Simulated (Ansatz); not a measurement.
# Nudged elastic band, with input and output: C$_{2}$H$_{8}$GaN (part 2 of 2)

C$_{2}$H$_{8}$GaN; RKS PBE-D4/def2-SVP (Ansatz 0.2.0). It belongs to a series of runs on one base structure; here: band between the two ends.

Geometry of the input (Å):
```
Ga -0.0384  -0.1221  0.0345
C  0.7229  1.0239  1.4574
N  -0.5565  -1.8100  0.5293
H  -0.4840  -2.1803  1.4786
C  -0.2954  0.3694  -1.8654
H  1.7929  1.2331  1.2508
H  0.2005  2.0015  1.4973
H  0.6500  0.5465  2.4545
H  -0.9542  -2.5031  -0.1071
H  -1.0311  1.1955  -1.9521
H  -0.6613  -0.4849  -2.4685
H  0.6548  0.7305  -2.3093
```

### Output, continued
```
NEB iter  42: max|band force component| = 5.603e-2 eV/Å  barrier→ = 2.8538 eV  barrier← = 0.9221 eV  CI = image 4  Δτ_max = 0.0027 Å  (151 SCF iters)
the calculation of the forces begins
reference -56048.90778908 eV, -2059.7593699344 hartree; 29, 29 occupied and 85, 85 virtual orbitals, 1307 factors
1307 factors; their error is unknown
mean field evaluation 2208: about -56047.9920 eV, gradient 2.0e-1 eV
mean field -56047.99210112 eV, -2059.7257190226 hartree, gradient 1.8e-5 eV, S^2 0.000000; 1 other end points of the search recorded, 0 dependent functions left out
the calculation of the forces begins
reference -56047.99214042 eV, -2059.7257204669 hartree; 29, 29 occupied and 85, 85 virtual orbitals, 1307 factors
NEB iter  43: max|band force component| = 4.644e-2 eV/Å  barrier→ = 2.8536 eV  barrier← = 0.9219 eV  CI = image 4  Δτ_max = 0.0000 Å  (364 SCF iters)
```

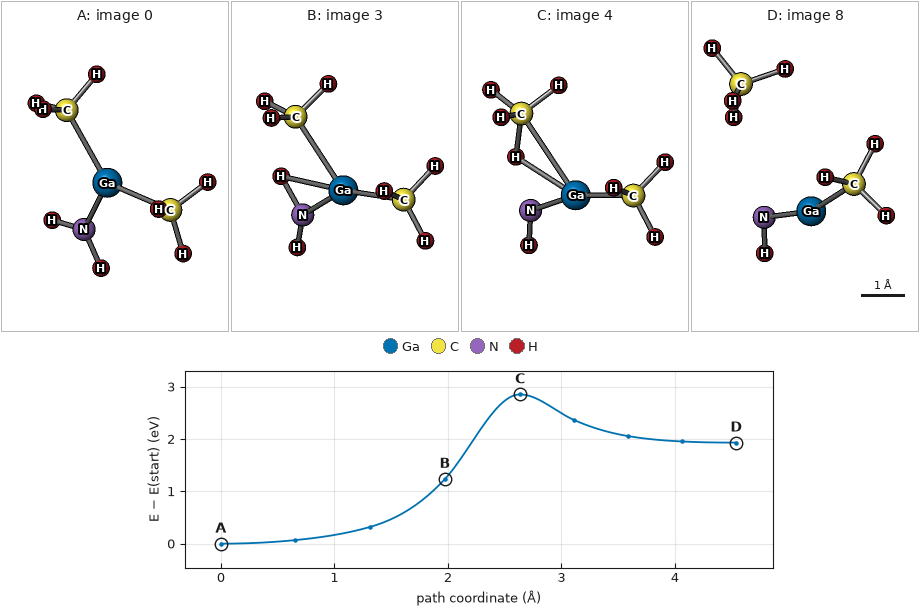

*Images of the last band (counted from 0; ball-and-stick, seen at a tilt) above the energy along the path; the line is a cubic interpolation that uses the forces.*

The highest image is number 4, 2.854 eV above the start and 0.922 eV above the end (the climbing image); the end lies 1.932 eV above the start. The path is 4.54 Å long. The band converged in 43 iterations.

```
Total energy: -56048.20275451 eV, -2059.7334603920 hartree
Atom 0 at    -0.299676    -0.568623    -0.398679 Å, force     0.000911    -0.003003     0.005877 eV/Å
Atom 1 at     0.551324     0.533015     1.462615 Å, force     0.004936     0.007350    -0.010310 eV/Å
Atom 2 at    -0.491930    -1.850070     0.813068 Å, force    -0.003805    -0.007345    -0.001584 eV/Å
Atom 3 at     0.061877    -0.729282     1.457960 Å, force     0.017030     0.015983    -0.008037 eV/Å
Atom 4 at    -0.276906     0.543211    -2.021824 Å, force     0.005802     0.003593     0.017122 eV/Å
Atom 5 at     1.595291     0.699172     1.126131 Å, force    -0.003956     0.013788    -0.013905 eV/Å
Atom 6 at    -0.048297     1.450226     1.276166 Å, force    -0.011996    -0.012407    -0.015582 eV/Å
Atom 7 at     0.598058     0.453398     2.572439 Å, force    -0.004134    -0.005080    -0.016975 eV/Å
Atom 8 at    -0.868564    -2.803741     0.716890 Å, force    -0.016923    -0.001195    -0.015261 eV/Å
Atom 9 at    -0.973508     1.396426    -1.905140 Å, force     0.002770     0.001774     0.015061 eV/Å
Atom 10 at    -0.590946    -0.058200    -2.897782 Å, force     0.002552    -0.013460     0.030622 eV/Å
Atom 11 at     0.743278     0.934470    -2.201841 Å, force     0.006814     0.000002     0.012972 eV/Å
Dipole moment:    -0.002281     0.262138    -0.385723 e Å
this run last wrote the band of iteration 43 to [file]
```

### The last band as extended XYZ (Å, eV, eV/Å)
```
12
Properties=species:S:1:pos:R:3:forces:R:3 image=0 energy=-56051.05634
Ga   -0.0384   -0.1221    0.0345    0.0020   0.0019   0.0006
C     0.7229    1.0239    1.4574   -0.0016   0.0004   0.0000
N    -0.5565   -1.8100    0.5293   -0.0003   0.0003  -0.0009
H    -0.4840   -2.1803    1.4786   -0.0003  -0.0009   0.0003
C    -0.2954    0.3694   -1.8654    0.0000   0.0000  -0.0002
H     1.7929    1.2331    1.2508   -0.0009   0.0006  -0.0020
H     0.2005    2.0015    1.4973   -0.0008  -0.0009   0.0008
H     0.6500    0.5465    2.4545    0.0014   0.0002  -0.0001
H    -0.9542   -2.5031   -0.1071   -0.0004   0.0002  -0.0011
H    -1.0311    1.1955   -1.9521    0.0007   0.0004   0.0009
H    -0.6613   -0.4849   -2.4685   -0.0004  -0.0005   0.0014
H     0.6548    0.7305   -2.3093    0.0006  -0.0017   0.0004
12
Properties=species:S:1:pos:R:3:forces:R:3 image=1 energy=-56050.98751
Ga   -0.0814   -0.1703   -0.0700    0.0149   0.0190   0.0348
C     0.6711    0.9208    1.3995    0.0209   0.0557   0.0015
N    -0.5284   -1.8074    0.6209   -0.0068  -0.0010  -0.0063
H    -0.3514   -1.9206    1.6216   -0.0455  -0.1282   0.0045
C    -0.2914    0.4387   -1.9419   -0.0042  -0.0264   0.0210
H     1.7534    1.0970    1.2342    0.0223   0.0570   0.0117
H     0.1738    1.9083    1.4666    0.0272   0.0586   0.0182
H     0.5527    0.4024    2.3729    0.0056   0.0247  -0.0181
H    -0.9293   -2.6550    0.2194   -0.0123   0.0371  -0.1190
H    -1.0102    1.2846   -1.9677   -0.0054  -0.0271   0.0106
H    -0.6392   -0.3351   -2.6527   -0.0087  -0.0426   0.0352
H     0.6802    0.8365   -2.3027   -0.0081  -0.0268   0.0060
12
Properties=species:S:1:pos:R:3:forces:R:3 image=2 energy=-56050.73491
Ga   -0.1348   -0.2521   -0.1713    0.0639   0.1060   0.1158
C     0.6135    0.7993    1.3407    0.0521   0.1816  -0.0505
N    -0.5064   -1.8121    0.7017   -0.0181  -0.0043  -0.0379
H    -0.2266   -1.6201    1.6662   -0.1276  -0.4447   0.1544
C    -0.2868    0.4945   -1.9980   -0.0042  -0.0422   0.0406
H     1.6994    0.9501    1.1817    0.0657   0.1808   0.0204
H     0.1197    1.7869    1.3921    0.1045   0.2134   0.0567
H     0.4909    0.3114    2.3327   -0.0536  -0.0406  -0.1586
H    -0.8780   -2.7521    0.5783   -0.0422   0.0082  -0.2067
H    -0.9865    1.3559   -1.9486   -0.0050  -0.0382  -0.0013
H    -0.6128   -0.1744   -2.8166   -0.0157  -0.0899   0.0798
H     0.7084    0.9129   -2.2589   -0.0199  -0.0300  -0.0129
12
Properties=species:S:1:pos:R:3:forces:R:3 image=3 energy=-56049.81818
Ga   -0.2042   -0.3811   -0.2838    0.3795   0.7349   0.4523
C     0.5630    0.6430    1.3524    0.0497   0.4458  -0.4475
N    -0.4886   -1.8113    0.7714    0.0123   0.1438  -0.1583
H    -0.1009   -1.2161    1.5470   -0.6270  -1.9043   0.3450
C    -0.2813    0.5297   -2.0263   -0.0178  -0.0649  -0.0071
H     1.6344    0.7983    1.1280    0.1488   0.4182  -0.0132
H     0.0153    1.5974    1.3042    0.2332   0.5745   0.0860
H     0.5318    0.3509    2.4372   -0.2547  -0.3885  -0.5470
H    -0.8381   -2.7705    0.7968    0.1213   0.1477   0.3284
H    -0.9699    1.3931   -1.9146    0.0119  -0.0265  -0.0238
H    -0.5958   -0.0701   -2.8993   -0.0224  -0.0751   0.0179
H     0.7342    0.9367   -2.2130   -0.0348  -0.0056  -0.0327
12
Properties=species:S:1:pos:R:3:forces:R:3 image=4 energy=-56048.20271
Ga   -0.2997   -0.5686   -0.3987    0.0009  -0.0030   0.0059
C     0.5513    0.5330    1.4626    0.0049   0.0073  -0.0103
N    -0.4919   -1.8501    0.8131   -0.0038  -0.0073  -0.0016
H     0.0619   -0.7293    1.4580    0.0170   0.0160  -0.0080
C    -0.2769    0.5432   -2.0218    0.0058   0.0036   0.0171
H     1.5953    0.6992    1.1261   -0.0040   0.0138  -0.0139
H    -0.0483    1.4502    1.2762   -0.0120  -0.0124  -0.0156
H     0.5981    0.4534    2.5724   -0.0041  -0.0051  -0.0170
H    -0.8686   -2.8037    0.7169   -0.0169  -0.0012  -0.0153
H    -0.9735    1.3964   -1.9051    0.0028   0.0018   0.0151
H    -0.5909   -0.0582   -2.8978    0.0026  -0.0135   0.0306
H     0.7433    0.9345   -2.2018    0.0068   0.0000   0.0130
12
Properties=species:S:1:pos:R:3:forces:R:3 image=5 energy=-56048.68750
Ga   -0.3973   -0.7474   -0.5245   -0.2137  -0.4035  -0.2560
C     0.5875    0.5574    1.5841    0.0840   0.0875   0.2391
N    -0.5419   -1.9351    0.7462   -0.1057  -0.1946  -0.1241
H     0.1519   -0.4880    1.4694    0.2223   0.5522   0.0164
C    -0.2759    0.5418   -2.0064   -0.0010  -0.0324   0.0549
H     1.5973    0.6689    1.1458    0.0042  -0.0177   0.0142
H    -0.0638    1.4024    1.2826   -0.0466  -0.0905  -0.0258
H     0.6713    0.5740    2.6844    0.1619   0.3063   0.2174
H    -0.9259   -2.8725    0.5712   -0.1288  -0.1534  -0.3101
H    -0.9692    1.3956   -1.8749    0.0022  -0.0338   0.0771
H    -0.5844   -0.0222   -2.9111    0.0109   0.0283   0.0073
H     0.7507    0.9251   -2.1668    0.0104  -0.0485   0.0895
12
Properties=species:S:1:pos:R:3:forces:R:3 image=6 energy=-56048.99811
Ga   -0.4897   -0.9104   -0.6777   -0.0787  -0.1334  -0.1148
C     0.6233    0.6203    1.6724    0.0403   0.0671   0.0741
N    -0.6043   -2.0293    0.6341   -0.0524  -0.0820  -0.0826
H     0.1924   -0.3973    1.5552    0.0491   0.0893   0.0599
C    -0.2804    0.5152   -2.0007   -0.0136  -0.0374   0.0043
H     1.5942    0.6964    1.1467    0.0184   0.0420   0.0223
H    -0.0721    1.4022    1.3092    0.0099   0.0151   0.0114
H     0.7815    0.7577    2.7569    0.0765   0.1594   0.0661
H    -0.9860   -2.9674    0.4426   -0.0537  -0.0761  -0.1224
H    -0.9441    1.3753   -1.7857   -0.0009  -0.0379   0.0562
H    -0.5813    0.0703   -2.9702    0.0061   0.0462  -0.0454
H     0.7665    0.8669   -2.0829   -0.0010  -0.0523   0.0711
12
Properties=species:S:1:pos:R:3:forces:R:3 image=7 energy=-56049.10286
Ga   -0.5571   -1.0388   -0.7861   -0.0228  -0.0328  -0.0351
C     0.6424    0.6900    1.6929    0.0115   0.0208   0.0169
N    -0.6777   -2.1510    0.5216   -0.0162  -0.0258  -0.0311
H     0.2327   -0.3394    1.6502    0.0147   0.0189   0.0308
C    -0.2693    0.4905   -1.9626   -0.0056  -0.0121  -0.0025
H     1.5675    0.7580    1.0886    0.0067   0.0160   0.0071
H    -0.1031    1.4189    1.3194    0.0052   0.0100   0.0064
H     0.8807    0.9304    2.7456    0.0205   0.0461   0.0116
H    -1.0573   -3.0901    0.3270   -0.0150  -0.0271  -0.0271
H    -0.8875    1.3502   -1.6389   -0.0016  -0.0153   0.0176
H    -0.5696    0.1970   -2.9874    0.0048   0.0224  -0.0180
H     0.7982    0.7844   -1.9703   -0.0020  -0.0213   0.0234
12
Properties=species:S:1:pos:R:3:forces:R:3 image=8 energy=-56049.12459
Ga   -0.6170   -1.1445   -0.8781    0.0011   0.0028  -0.0003
C     0.6680    0.7714    1.7082   -0.0043  -0.0033  -0.0082
N    -0.7644   -2.2890    0.3930   -0.0081  -0.0251  -0.0038
H     0.2877   -0.2686    1.7446    0.0014   0.0013   0.0022
C    -0.2570    0.4664   -1.9139   -0.0029   0.0023  -0.0094
H     1.5522    0.8277    1.0444   -0.0028   0.0022   0.0019
H    -0.1217    1.4509    1.3334    0.0046   0.0000   0.0022
H     0.9614    1.0904    2.7258    0.0009  -0.0002   0.0020
H    -1.1413   -3.2267    0.1847    0.0074   0.0199   0.0070
H    -0.8396    1.3130   -1.5021    0.0013   0.0007   0.0010
H    -0.5514    0.3027   -2.9686    0.0017  -0.0007   0.0029
H     0.8231    0.7061   -1.8712   -0.0003   0.0002   0.0025
```

### Results in brief

| quantity | value |
| --- | --- |
| outcome | converged |
| barrier, forward | 2.854 eV |
| barrier, backward | 0.922 eV |
| wall time | 4.9 min (CPU time 9.5 min) |
| peak memory | 0.17 GiB |

### Notes

The order of the saddle point was not checked.
